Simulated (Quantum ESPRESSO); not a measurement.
# LiFeP: parallel and opposed starts

Does LiFeP prefer parallel or opposed moments, or none?

Program: Quantum ESPRESSO 7.5. Level of theory: PBEsol; plane waves with GBRV 1.5 PBEsol potentials, no spin-orbit coupling. Results are calculated unless marked as measured.

### Step 1. Set-up

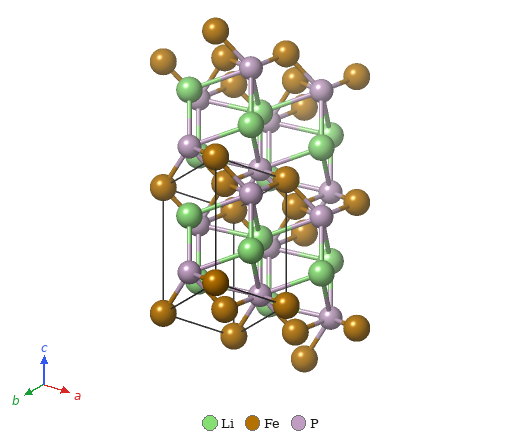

Start, viewed from a free direction; lithium green, iron orange, phosphorus pink. 2×1×2 cells are drawn. Some periodic images of atoms are drawn too.

Coordinates:

```cif
data_structure
_symmetry_space_group_name_H-M 'P4/nmm:1'
_symmetry_Int_Tables_number 129
_cell_length_a 3.6669
_cell_length_b 3.6669
_cell_length_c 5.8293
_cell_angle_alpha 90.000
_cell_angle_beta 90.000
_cell_angle_gamma 90.000
_cell_volume 78.38
loop_
_atom_site_label
_atom_site_type_symbol
_atom_site_symmetry_multiplicity
_atom_site_Wyckoff_symbol
_atom_site_fract_x
_atom_site_fract_y
_atom_site_fract_z
_atom_site_occupancy
Li1 Li 2 c 0.00000 0.50000 0.65454 1
Fe1 Fe 2 a 0.00000 0.00000 0.00000 1
P1 P 2 c 0.50000 0.00000 0.79579 1
```

The cell comes from Materials Project 2023-11-01, a database of computed structures, and need not be the stable phase.

### Step 2. Run 1 (ferro ++)

The signs are those of the starting moments on the seeded atoms, the atoms that are given a moment.

Contents of pw.in:

```
&CONTROL
  calculation = 'scf'
  prefix = 'pwscf'
  outdir = './tmp'
  pseudo_dir = './pseudo'
  disk_io = 'nowf'
/
&SYSTEM
  ibrav = 0
  celldm(1) = 8
  nat = 6
  ntyp = 3
  ecutwfc = 40
  ecutrho = 280
  nbnd = 37
  occupations = 'smearing'
  smearing = 'fd'
  degauss = 0.00734986
  nspin = 2
  starting_magnetization(1) = 0
  starting_magnetization(2) = 0.175
  starting_magnetization(3) = 0
/
&ELECTRONS
  conv_thr = 1.2d-08
  electron_maxstep = 150
  mixing_beta = 0.3
/
ATOMIC_SPECIES
Li      6.9400 li_pbesol_v1.4.uspp.F.UPF
Fe     55.8450 fe_pbesol_v1.5.uspp.F.UPF
P      30.9738 p_pbesol_v1.5.uspp.F.UPF
CELL_PARAMETERS alat
   0.8661855906792    0.0000000000000    0.0000000000000
   0.0000000000000    0.8661855906792    0.0000000000000
   0.0000000000000    0.0000000000000    1.3769733937646
ATOMIC_POSITIONS crystal
Li      0.0000000000    0.5000000000    0.6545373900
Li      0.5000000000    0.0000000000    0.3454626100
Fe      0.0000000000    0.0000000000    0.0000000000
Fe      0.5000000000    0.5000000000    0.0000000000
P       0.5000000000    0.0000000000    0.7957892200
P       0.0000000000    0.5000000000    0.2042107800
K_POINTS automatic
8 8 4 0 0 0
```

The run is started by

```sh
> OMP_NUM_THREADS=1 mpirun -n 4 pw.x -nk 4 -in pw.in > pw.out
```

The log of the run:

```text
Program PWSCF v.7.5 starts

     Message from routine setup:
     using ibrav=0 with symmetry is DISCOURAGED, use correct ibrav instead

     K-points division:     npool     =       4
     Subspace diagonalization in iterative solution of the eigenvalue problem:

     G-vector sticks info
     --------------------
     sticks:   dense  smooth     PW     G-vecs:    dense   smooth      PW
     Sum        1085     609    185                42007    18085    3129

     Using Slab Decomposition

     bravais-lattice index     =            0
     lattice parameter (alat)  =       8.0000  a.u.
     unit-cell volume          =     528.9534 (a.u.)^3
     number of atoms/cell      =            6
     number of atomic types    =            3
     number of electrons       =        48.00
     number of Kohn-Sham states=           37
     kinetic-energy cutoff     =      40.0000  Ry
     charge density cutoff     =     280.0000  Ry
     scf convergence threshold =      1.2E-08
     mixing beta               =       0.3000
     number of iterations used =            8  plain     mixing
     Exchange-correlation= SLA  PW   PSX  PSC
                           (   1   4  10   8   0   0   0)

     celldm(1)=   8.000000  celldm(2)=   0.000000  celldm(3)=   0.000000
     celldm(4)=   0.000000  celldm(5)=   0.000000  celldm(6)=   0.000000

     crystal axes: (cart. coord. in units of alat)
               a(1) = (   0.866186   0.000000   0.000000 )
               a(2) = (   0.000000   0.866186   0.000000 )
               a(3) = (   0.000000   0.000000   1.376973 )

     reciprocal axes: (cart. coord. in units 2 pi/alat)
               b(1) = (  1.154487  0.000000  0.000000 )
               b(2) = (  0.000000  1.154487  0.000000 )
               b(3) = (  0.000000  0.000000  0.726230 )

     PseudoPot. # 1 for Li read from file:
     li_pbesol_v1.4.uspp.F.UPF
     Pseudo is Ultrasoft, Zval =  3.0
     Generated by new atomic code, or converted to UPF format
     Using radial grid of  751 points,  5 beta functions with:
                l(1) =   0
                l(2) =   0
                l(3) =   0
                l(4) =   1
                l(5) =   1
     Q(r) pseudized with 10 coefficients,  rinner =    1.150   1.150   1.150

     PseudoPot. # 2 for Fe read from file:
     fe_pbesol_v1.5.uspp.F.UPF
     Pseudo is Ultrasoft + core correction, Zval = 16.0
     Generated by new atomic code, or converted to UPF format
     Using radial grid of  861 points,  6 beta functions with:
                l(1) =   0
                l(2) =   0
                l(3) =   1
                l(4) =   1
                l(5) =   2
                l(6) =   2
     Q(r) pseudized with  8 coefficients,  rinner =    1.000   1.000   1.000
                                                       1.000   1.000

     PseudoPot. # 3 for P  read from file:
     p_pbesol_v1.5.uspp.F.UPF
     Pseudo is Ultrasoft + core correction, Zval =  5.0
     Generated by new atomic code, or converted to UPF format
     Using radial grid of  903 points,  6 beta functions with:
                l(1) =   0
                l(2) =   0
                l(3) =   1
                l(4) =   1
                l(5) =   2
                l(6) =   2
     Q(r) pseudized with  8 coefficients,  rinner =    1.300   1.300   1.300
                                                       1.300   1.300

     atomic species   valence    mass     pseudopotential
     Li                3.00     6.94000     Li( 1.00)
     Fe               16.00    55.84500     Fe( 1.00)
     P                 5.00    30.97380     P ( 1.00)

     Starting magnetic structure
     atomic species   magnetization
     Li              0.000
     Fe              0.175
     P               0.000

     16 Sym. Ops., with inversion, found ( 8 have fractional translation)

   Cartesian axes

     site n.     atom                  positions (alat units)
         1        Li     tau(   1) = (   0.0000000   0.4330928   0.9012806  )
         2        Li     tau(   2) = (   0.4330928   0.0000000   0.4756928  )
         3        Fe     tau(   3) = (   0.0000000   0.0000000   0.0000000  )
         4        Fe     tau(   4) = (   0.4330928   0.4330928   0.0000000  )
         5        P      tau(   5) = (   0.4330928   0.0000000   1.0957806  )
         6        P      tau(   6) = (   0.0000000   0.4330928   0.2811928  )

     number of k points=    45  Fermi-Dirac smearing, width (Ry)=  0.0073
                       cart. coord. in units 2pi/alat
        k(    1) = (   0.0000000   0.0000000   0.0000000), wk =   0.0039062
        k(    2) = (   0.0000000   0.0000000   0.1815576), wk =   0.0078125
        k(    3) = (   0.0000000   0.0000000  -0.3631152), wk =   0.0039062
        k(    4) = (   0.0000000   0.1443109   0.0000000), wk =   0.0156250
        k(    5) = (   0.0000000   0.1443109   0.1815576), wk =   0.0312500
        [... 40 further k-points ...]

     Dense  grid:    42007 G-vectors     FFT dimensions: (  40,  40,  60)

     Smooth grid:    18085 G-vectors     FFT dimensions: (  30,  30,  45)

     Check: negative core charge=   -0.000026
     Generating pointlists ...
     new r_m :   0.2558 (alat units)  2.0463 (a.u.) for type    1
     new r_m :   0.2130 (alat units)  1.7040 (a.u.) for type    2
     new r_m :   0.2130 (alat units)  1.7040 (a.u.) for type    3

     Initial potential from superposition of free atoms

     starting charge      45.0981, renormalised to      48.0000
     Starting wfcs are   44 randomized atomic wfcs

     Self-consistent Calculation

     iteration #  1     ecut=    40.00 Ry     beta= 0.30
     Davidson diagonalization with overlap
     ethr =  1.00E-02,  avg # of iterations =  4.3

     total energy              =    -554.46513622 Ry
     estimated scf accuracy    <      16.46747183 Ry

     total magnetization       =     2.71 Bohr mag/cell
     absolute magnetization    =     2.97 Bohr mag/cell

     iteration #  2     ecut=    40.00 Ry     beta= 0.30
     Davidson diagonalization with overlap
     ethr =  1.00E-02,  avg # of iterations =  3.0

     total energy              =    -558.20007128 Ry
     estimated scf accuracy    <      30.20639628 Ry

     total magnetization       =     0.49 Bohr mag/cell
     absolute magnetization    =     0.52 Bohr mag/cell

     iteration #  3     ecut=    40.00 Ry     beta= 0.30
     Davidson diagonalization with overlap
     ethr =  1.00E-02,  avg # of iterations =  2.0

     total energy              =    -560.29515273 Ry
     estimated scf accuracy    <       0.55860079 Ry

     total magnetization       =     1.52 Bohr mag/cell
     absolute magnetization    =     2.18 Bohr mag/cell

     [... further iterations left out ...]

     iteration # 14     ecut=    40.00 Ry     beta= 0.30
     Davidson diagonalization with overlap
     ethr =  1.33E-08,  avg # of iterations =  1.2

     total energy              =    -560.40578767 Ry
     estimated scf accuracy    <       0.00000076 Ry

     total magnetization       =     0.02 Bohr mag/cell
     absolute magnetization    =     0.02 Bohr mag/cell

     iteration # 15     ecut=    40.00 Ry     beta= 0.30
     Davidson diagonalization with overlap
     ethr =  1.59E-09,  avg # of iterations =  3.4

     total energy              =    -560.40579092 Ry
     estimated scf accuracy    <       0.00000007 Ry

     total magnetization       =     0.00 Bohr mag/cell
     absolute magnetization    =     0.00 Bohr mag/cell

     iteration # 16     ecut=    40.00 Ry     beta= 0.30
     Davidson diagonalization with overlap
     ethr =  1.44E-10,  avg # of iterations =  4.1

     total energy              =    -560.40579127 Ry
     estimated scf accuracy    <       0.00000002 Ry

     total magnetization       =    -0.00 Bohr mag/cell
     absolute magnetization    =     0.00 Bohr mag/cell

     iteration # 17     ecut=    40.00 Ry     beta= 0.30
     Davidson diagonalization with overlap
     ethr =  3.22E-11,  avg # of iterations =  2.8

     Magnetic moment per site  (integrated on atomic sphere of radius R)
     atom   1 (R=0.256)  charge=  2.4438  magn=  0.0000
     atom   2 (R=0.256)  charge=  2.4438  magn=  0.0000
     atom   3 (R=0.213)  charge= 13.9272  magn=  0.0002
     atom   4 (R=0.213)  charge= 13.9272  magn=  0.0002
     atom   5 (R=0.213)  charge=  2.4757  magn= -0.0000
     atom   6 (R=0.213)  charge=  2.4757  magn= -0.0000

     End of self-consistent calculation

     [... lines left out ...]
     the Fermi energy is     9.7641 ev

!    total energy              =    -560.40579133 Ry
     estimated scf accuracy    <          7.7E-09 Ry
     smearing contrib. (-TS)   =      -0.00709238 Ry
     internal energy E=F+TS    =    -560.39869895 Ry

     The total energy is F=E-TS. E is the sum of the following terms:
     one-electron contribution =    -516.94667173 Ry
     hartree contribution      =     273.39376069 Ry
     xc contribution           =     -76.60246087 Ry
     ewald contribution        =    -240.24332704 Ry

     total magnetization       =     0.00 Bohr mag/cell
     absolute magnetization    =     0.00 Bohr mag/cell

     convergence has been achieved in  17 iterations

=------------------------------------------------------------------------------=
   JOB DONE.
=------------------------------------------------------------------------------=
```

The job ended after 49 s (4 MPI ranks of Arm Neoverse V2, shared host; peak memory 0.53 GiB).

Spin moment in the atom's sphere by atom:

| atom | spin moment in the atom's sphere (μB) |
| --- | --- |
| Li1 | 0.0000 |
| Li2 | 0.0000 |
| Fe3 | 0.0002 |
| Fe4 | 0.0002 |
| P5 | 0.0000 |
| P6 | 0.0000 |

Read from the output:

| Property | Result |
| --- | --- |
| smearing term TS | 0.09650 eV |
| magnetization | 0 μB |
| absolute magnetization | 0 μB |
| final state | non-magnetic |

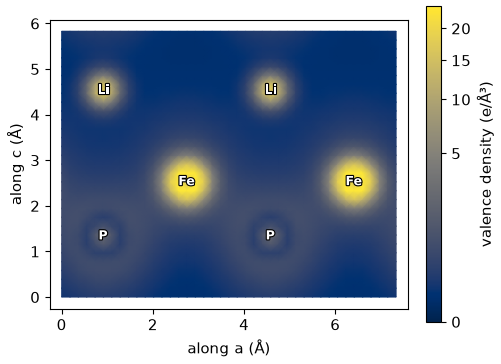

Valence density in the ac plane at fractional y = 0.000, with atoms of Li and Fe and P within 0.2 Å of it. It is the smooth field of the valence electrons, not physical close to the nuclei. The map starts off the cell's origin, so that atoms lie inside it. The colour scale is stretched toward low values.

(Continued in part 2 of 2.)

[Logs and program files are shortened in this print: banners, set-up blocks, solver, clock and traceback lines can be left out without a mark of their own.]

[Logs are printed without paths, hosts, clocks, repeated set-up lines and the standing remarks that a program may print on its own settings, such as how far it seeks lower states.]

[Hosts, paths, dates, database ids (printed as entryN), source tags and the programs' standing remarks are cut or masked in the printed files.]

[Where a cell is said to come from a database of computed structures, the database is the Materials Project.]
